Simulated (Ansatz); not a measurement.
# Lattice dynamics of BeMoS3 (built on the sites of a database entry of BaMoO3), part 2 of 2

How does BeMoS3 (built on the sites of a database entry of BaMoO3) vibrate, and is this structure a minimum?

Ansatz 0.2.0; DFT PBEsol, scalar-relativistic, plane waves, PAW.

So far. Step 4 (Relaxing to small forces for the phonons): The forces vanish by symmetry and the pressure is 0.007 GPa, within the tolerances set. The cell now holds 19.73 Å³/atom. Step 5 (Linear response at the zone centre): Before it was imposed, the acoustic sum rule was missed by 1.4e-4 eV/Å². Small misses are needed for a sound result but don't prove that mesh and cutoff are converged. The relaxed cell has a = 4.621 Å (conventional setting).

The structure was built from a prototype and need not be the compound's stable phase.

## 6. The dispersion

Stability and thermal properties need the whole zone. Linear response on a 2×2×2 q mesh gives force constants as far as a supercell of that size would.

Input file input.yaml:

```yaml
crystal:
  lattice:
    - [4.6206887221, 0.0, 0.0]
    - [0.0, 4.6206887221, 0.0]
    - [0.0, 0.0, 4.6206887221]
  atoms:
    - { symbol: Be, position: [0.5, 0.5, 0.5] }
    - { symbol: Mo, position: [0.0, 0.0, 0.0] }
    - { symbol: S, position: [0.0, 0.5, 0.0] }
    - { symbol: S, position: [0.0, 0.0, 0.5] }
    - { symbol: S, position: [0.5, 0.0, 0.0] }
kpoints:
  mp_grid: { grid: [6, 6, 6] }
hamiltonian:
  xc: pbesol
scf:
  occupations: { method: methfessel_paxton, width: 0.15 }
output:
  eigenvalues: true
phonons:
  method: dfpt
  qmesh: [2, 2, 2]
  temperatures: { t_max: 1000, t_step: 50 }
  qpath:
    path:
      - [[0.0, 0.0, 0.0], [0.0, 0.5, 0.0], [0.5, 0.5, 0.0], [0.0, 0.0, 0.0], [0.5, 0.5, 0.5], [0.0, 0.5, 0.0]]
      - [[0.5, 0.5, 0.5], [0.5, 0.5, 0.0]]
    npoints: 10
```

The run is started by

```sh
$ ansatz run input.yaml --threads 8 --pin off --max-ram 14336MiB --backend cpu --events-out ev --progress --plain --runs-dir out
```

Numbers of over 12 decimals in the logs are rounded to 6 here.

What it wrote:

```text
[...]
Crystal: 5 atoms, lattice volume = 98.655 Å³
Basis set: ecut = 420 eV, 1935 PW (Γ), exchange–correlation on 64×64×64 points (8 copies of the dense FFT grid, shifted against one another)
Bands: 22, of which v1, the nominal top of the filled ones, is band 17 counted from 1 (16 counted from 0)
Symmetry: 48 space group operations
k-points: 20 of 216
[...]
SCF iter   1: F=—  HF=-7640.298257 eV  |F-HF|=—  |Δ(HF+E_count)|=         —  Δρ=4.25e-3  dr2=4.48e-2  ethr=1.77e-3  ⟨swp⟩=6.8  Hψ=4775  notcnv=0
[...]
SCF iter   9: F=-7640.290082 eV  HF=-7640.290082 eV  |F-HF|=3.64e-12  |Δ(HF+E_count)|=  4.55e-11  S|Δr|=    0.00e0  Δρ=3.94e-8  dr2=1.57e-12  ethr=1.00e-12  ⟨swp⟩=8.3  Hψ=2876  notcnv=0
SCF 1 converged in 9 iterations: F = -7640.290082 eV  dr2 = 1.57e-12
[...]
SCF iter   5: F=-7640.290082 eV  HF=-7640.290082 eV  |F-HF|=1.82e-12  |Δ(HF+E_count)|=  2.73e-12  S|Δr|=    0.00e0  Δρ=1.34e-8  dr2=3.13e-13  ethr=1.00e-12  ⟨swp⟩=2.7  Hψ=895  notcnv=0
SCF 2 converged in 5 iterations: F = -7640.290082 eV  dr2 = 3.13e-13
phonons: the bands overlap, so this run is a metal and interpolates without the dipole-dipole term. If the crystal is really an insulator or semiconductor, its LO-TO splitting is missing
NSCF: frozen V_eff on 20 k-points
[...]
DFPT response loops at q = (0, 0, 0) (fractional): preconditioner auto → Kerker (q_TF=auto, 2.284 Å⁻¹) (partly filled bands, converged f_vac=0.000); β = 1.00, the filter's whole step (`scf.mixing.beta` (0.50) is not read by the response loops under this deck's `scf.mixing.preconditioner`; to damp them name `kerker` or `kerker_dos`, under which they read `scf.mixing.beta`, and type it under 1.00, their step now; both keys bind the ground state too); Broyden in place of MSR1
[...]
SCF converged after 9 iterations
[...]
Free energy (F): -7640.290082 eV
[...]
Internal energy: -7640.282163 eV  (E = F + TS)
E sigma→0 (E₀):  -7640.288102 eV
Entropy (-TS):   -0.007919 eV (-1.584 meV/atom)
Fermi energy:    7.026543 eV
[...]
--- Band table (eV; the first three rows and the last of 20) ---
  k-point 0: bands = [... 13 lower, 5.6641, 5.6641, 5.6641, 5.9219, 6.3097, 6.3097, 6.3097, 7.7624, ... 6 higher]
  k-point 1: bands = [... 13 lower, 5.3612, 5.4928, 6.0810, 6.0810, 6.6207, 6.9124, 6.9124, 7.7810, ... 6 higher]
  k-point 2: bands = [... 13 lower, 5.1893, 5.3862, 6.1796, 6.1796, 7.6349, 7.8081, 7.9547, 7.9547, ... 6 higher]
  k-point 19: bands = [... 13 lower, 5.6735, 7.2819, 7.2819, 7.2819, 8.2449, 8.2449, 8.2449, 12.3616, ... 6 higher]
--- Phonons (Γ-DFPT): 4 representative perturbations + reference (Σ response iterations 12) ---
  ASR residual: 1.424e-4 → 0.000e0 eV/Å²; symmetrization residual: 1.864e-6 eV/Å²
  ASR residual per site (eV/Å²): 1.42e-4 4.36e-5 2.90e-5 2.90e-5 2.90e-5
[...]
--- Phonons (arbitrary-q DFPT): 4 irreducible q on the 2×2×2 mesh ---
  q = [0.0000, 0.0000, 0.0000] (star 1, of the zone-centre solve; hermiticity 2.57e-7, symmetrization 1.11e-13): -282.68 -282.68 -282.68 -113.42 -113.42 -113.42 -42.19 -42.19 -42.19 -0.00 -0.00 0.00 385.14 385.14 385.14
  q = [0.0000, 0.0000, -0.5000] (star 3, 9 solved perturbations in 504 linear systems a pass and spin channel, the states on 64 of 216 k-point pairs; hermiticity 3.95e-7, symmetrization 5.55e-8): -247.61 -247.61 -226.40 -152.97 -152.97 -117.84 -53.21 -53.21 63.03 104.84 121.45 121.45 366.72 366.72 453.43
[...]
sum rule: each row above includes the acoustic sum rule's correction from the zone centre's row sums; it moved no ω² by more than (2.07 cm⁻¹)²
  mesh force constants: q→R imaginary residual 5.58e-18; ASR residual 1.424e-4 → 0.000e0 eV/Å²; symmetrization residual 2.132e-14 eV/Å²
  interpolated dispersion: 62 rows × 15 modes
  density of states and harmonic sums: on the 14×14×14 q-mesh, interpolated from the force constants of a 2×2×2 supercell (no non-analytic term)
  largest difference from the sums on the solved wave vectors: F 3.10e-2 eV, S 4.13e-5 and C_V 1.03e-5 eV/K
  zero-point energy: 0.108106 eV/cell   skipped modes (ω ≤ 0): 843, of them read as no rigid motion or as one in doubt: 840 (7.004e0 modes/cell left out, lowest -291.07 cm⁻¹)   left out of the sums: 4.67e-1 of the cell's modes: C_V's classical limit lies that fraction below 3 k_B per atom; for a crystal, a wire or a layer, F and S can be off by more, and a phonons.interpolated_qmesh denser along its periods is the remedy for the sampling
```

Run time: 35 s. Hardware: 8 threads of Intel Xeon Platinum 8559C (Emerald Rapids), shared host; peak memory 0.89 GiB.

This step gave:

| Quantity | Value |
| --- | --- |
| lowest frequency on the path | -291.1 cm⁻¹ |
| highest frequency on the path or at a solved wavevector | 522.2 cm⁻¹ |
| lowest mode on the q mesh (acoustic modes at Γ apart) | -291.1 cm⁻¹ |

Frequencies (cm⁻¹) solved at each irreducible wavevector; negative means imaginary. Frequencies by wavevector, by row:

```
q in reciprocal lattice units  star  mode 1  mode 2  mode 3  mode 4  mode 13  mode 14  mode 15
                        0 0 0     1  -282.7  -282.7  -282.7  -113.4    385.1    385.1    385.1
                     0 0 -0.5     3  -247.6  -247.6  -226.4    -153    366.7    366.7    453.4
                  0 -0.5 -0.5     3  -291.1  -291.1  -242.5  -199.5    341.4    345.1    489.5
               -0.5 -0.5 -0.5     1  -264.1  -264.1  -264.1    -202    309.7    309.7    522.2
```

Interpolated from a 2×2×2 q mesh. Phonon branches along the path, in cm⁻¹:

```
    point  branch 1  branch 2  branch 3  branch 4  branch 12  branch 13  branch 14  branch 15
        Γ      -283      -283      -283      -113          0        385        385        385
        X      -248      -248      -226      -153        121        367        367        453
        M      -291      -291      -242      -200        194        341        345        490
        Γ      -283      -283      -283      -113          0        385        385        385
        R      -264      -264      -264      -202        207        310        310        522
        X      -248      -248      -226      -153        121        367        367        453
jump to R      -264      -264      -264      -202        207        310        310        522
        M      -291      -291      -242      -200        194        341        345        490
```

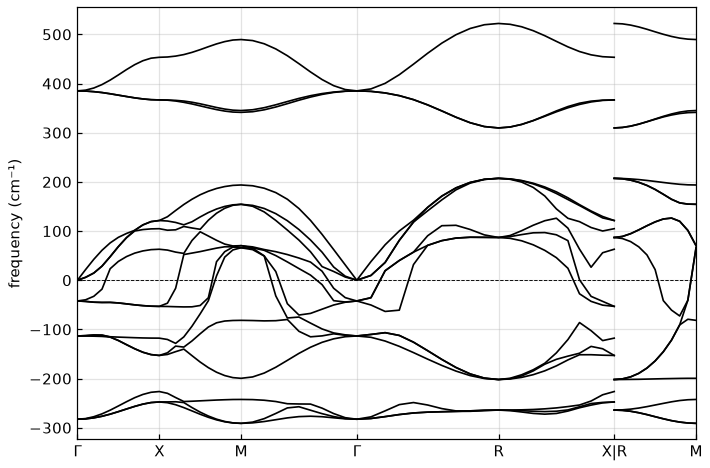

Phonon branches along the path.

The phonon density of states has structure finer than the step of the table below, so its rows give means over 50 cm⁻¹, whole bins alone (the curve runs from -295 to 525 cm⁻¹). Peaks (cm⁻¹: height): -275.0: 0.0836, -135.0: 0.0337, -55.0: 0.0312, 115.0: 0.0501, 365.0: 0.0522, 465.0: 0.0142.

Tetrahedra on a 14×14×14 mesh, mean over bins of 10 cm-1. Interpolated from a 2×2×2 q mesh. Phonon density of states against wavenumber; means over each step:

```
wavenumber (cm⁻¹)  phonon density of states (1/cm⁻¹/cell)
             -250                                  0.0473
             -200                                 0.00938
             -150                                  0.0277
             -100                                  0.0205
              -50                                  0.0169
                0                                 0.00941
               50                                  0.0187
              100                                  0.0378
              150                                  0.0272
              200                                  0.0124
              250                                       0
              300                                 0.00176
              350                                  0.0346
              400                                 0.00562
              450                                  0.0105
              500                                 0.00753
```

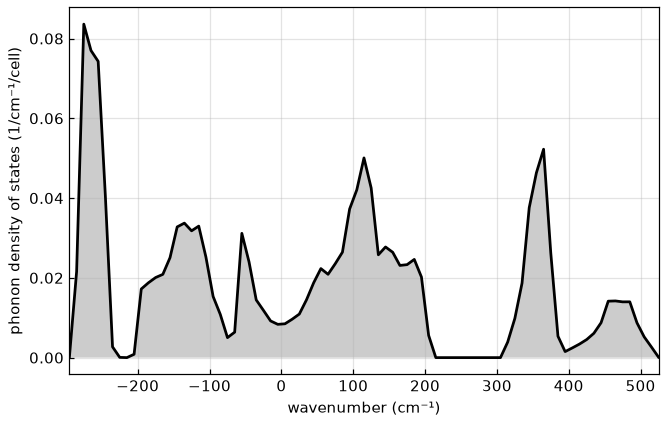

Phonon density of states against wavenumber.

The partial phonon density of states has structure finer than the step of the table below, so its rows give means over 50 cm⁻¹, whole bins alone (the curve runs from -300 to 546 cm⁻¹). Peaks (cm⁻¹: height): Be -268.5: 0.0679; Mo -273.8: 0.00347, -55.5: 0.0182, 120.3: 0.0288; S -273.8: 0.00877, -119.4: 0.0331, 184.2: 0.0226, 359.9: 0.0453, 461.1: 0.0139.

Phonopy on the run's constants, 13x13x13 mesh, Gaussian sigma 6.0 cm-1. Interpolated from a 2×2×2 q mesh. Partial phonon density of states against wavenumber; means over each step; values in 1/cm⁻¹/cell:

```
wavenumber (cm⁻¹)       Be       Mo        S
             -250   0.0415  0.00130  0.00381
             -200   9.4e-5   5.1e-6  0.00966
             -150   4.8e-4   5.7e-4   0.0263
             -100   6.8e-4  0.00188   0.0176
              -50   5.1e-4   0.0111  0.00665
                0   3.0e-4  0.00372  0.00272
               50   8.9e-4  0.00953  0.00971
              100  0.00193   0.0218   0.0137
              150  0.00208  0.00671   0.0186
              200   6.0e-4   1.2e-4   0.0120
              250        0        0   1.1e-6
              300        0   2.7e-5  0.00201
              350        0  0.00178   0.0319
              400        0   4.7e-4  0.00591
              450   6.2e-6   1.4e-4   0.0102
              500   2.1e-7   3.1e-5  0.00752
```

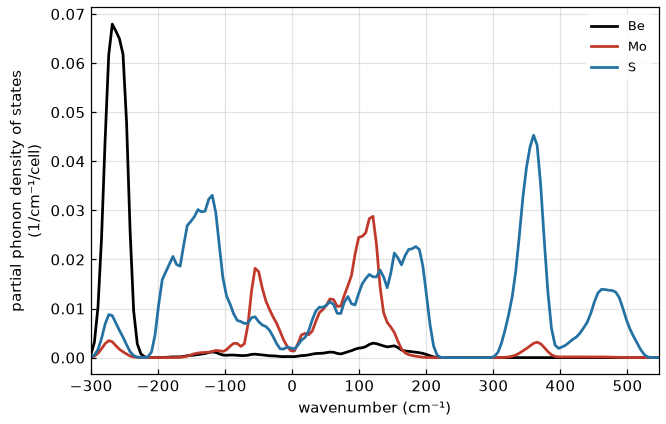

Partial phonon density of states against wavenumber.

Symmetry leaves 4 wavevectors to solve. The lowest mode among them, the acoustic zeros apart, lies at q = (0, -0.5, -0.5) and is imaginary, 291.1i cm⁻¹, so the energy falls along it.

## 7. Isotope substitution, element Mo, natural mass 95.95 amu

An isotope changes the mass and not the force constants, so no new electronic calculation is needed; the shifts show which modes move this element.

The same force constants with the mass of Mo changed from 95.950 to 99.907 u (phonopy, no LO-TO term). Both lists are sorted by frequency; levels can cross, so a row need not hold one and the same mode. Modes under 3 cm⁻¹ are left out. Isotope shifts, by row, the first 40 of 57 rows:

```
          q  rank  natural mass (cm⁻¹)  changed mass (cm⁻¹)
      0 0 0     1               -282.7               -282.6
      0 0 0     2               -282.7               -282.6
      0 0 0     3               -282.7               -282.6
      0 0 0     4               -113.4               -113.4
      0 0 0     5               -113.4               -113.4
      0 0 0     6               -113.4               -113.4
      0 0 0     7               -42.19               -41.84
      0 0 0     8               -42.19               -41.84
      0 0 0     9               -42.19               -41.84
      0 0 0    13                385.1                384.4
      0 0 0    14                385.1                384.4
      0 0 0    15                385.1                384.4
   0 0 -0.5     1               -247.6               -247.6
   0 0 -0.5     2               -247.6               -247.6
   0 0 -0.5     3               -226.4               -226.4
   0 0 -0.5     4                 -153               -152.7
   0 0 -0.5     5                 -153               -152.7
   0 0 -0.5     6               -117.8               -117.8
   0 0 -0.5     7               -53.21               -52.34
   0 0 -0.5     8               -53.21               -52.34
   0 0 -0.5     9                63.03                62.85
   0 0 -0.5    10                104.8                  103
   0 0 -0.5    11                121.5                121.5
   0 0 -0.5    12                121.5                121.5
   0 0 -0.5    13                366.7                366.1
   0 0 -0.5    14                366.7                366.1
   0 0 -0.5    15                453.4                453.4
0 -0.5 -0.5     1               -291.1               -290.6
0 -0.5 -0.5     2               -291.1               -290.6
0 -0.5 -0.5     3               -242.5               -242.5
0 -0.5 -0.5     4               -199.5               -199.5
0 -0.5 -0.5     5               -81.63                -80.1
0 -0.5 -0.5     6                66.05                66.05
0 -0.5 -0.5     7                66.05                66.05
0 -0.5 -0.5     8                70.29                70.05
0 -0.5 -0.5     9                70.29                70.05
0 -0.5 -0.5    10                154.4                152.1
0 -0.5 -0.5    11                154.4                152.1
0 -0.5 -0.5    12                193.7                193.7
0 -0.5 -0.5    13                341.4                340.9
```

A mode of this element alone would shift by -2.00 %. The highest zone-centre frequency without the field goes from 385.1 to 384.4 cm⁻¹ (-0.2 %).

## 8. Another isotope, element S, natural mass 32.06 amu

The same for S, from 32.06 to 33.97 u.

A mode of this element alone would shift by -2.85 %. The highest zone-centre frequency without the field goes from 385.1 to 375.2 cm⁻¹ (-2.6 %).

## 9. Summary of results

```yaml
space_group_after_relaxation_within_0p01_a: Pm-3m
volume_per_atom: 19.7 Å³
electronic_character: no gap on this mesh
highest_optical_mode_at_the_zone_centre_no_lo_to_term: 385 cm⁻¹
lowest_optical_zone_centre_mode: -283 cm⁻¹
lowest_mode_on_the_q_mesh_acoustic_modes_at_gamma_apart: -291 cm⁻¹
highest_frequency_on_the_path_or_at_a_solved_wavevector: 522 cm⁻¹
imaginary_modes_on_the_2x2x2_q_mesh: yes
```

Modes are clearly imaginary (beyond 10i cm⁻¹) at 4 of the 4 irreducible wavevectors, most at q = (0, -0.5, -0.5) (291.1i cm⁻¹), so this structure is not a minimum of the energy. The optical modes at Γ span -283 to 385 cm⁻¹ (negative means imaginary). The highest mode in this list at Γ, 385.1 cm⁻¹, is mostly motion of S (90 % of the kinetic energy). With no gap, or one that is small against the smearing, the frequencies hang on the k mesh and the smearing, most of all near Kohn anomalies. The starting cell was built on a prototype and not taken from a measurement, so the phase need not exist. These are harmonic frequencies at zero temperature: anharmonic shifts, linewidths and thermal expansion are left out.

[Logs are printed without paths, hosts, clocks, repeated set-up lines and the standing remarks that a program may print on its own settings, such as how far it seeks lower states.]

[Hosts, paths, dates, database ids (printed as entryN), source tags and the programs' standing remarks are cut or masked in the printed files.]
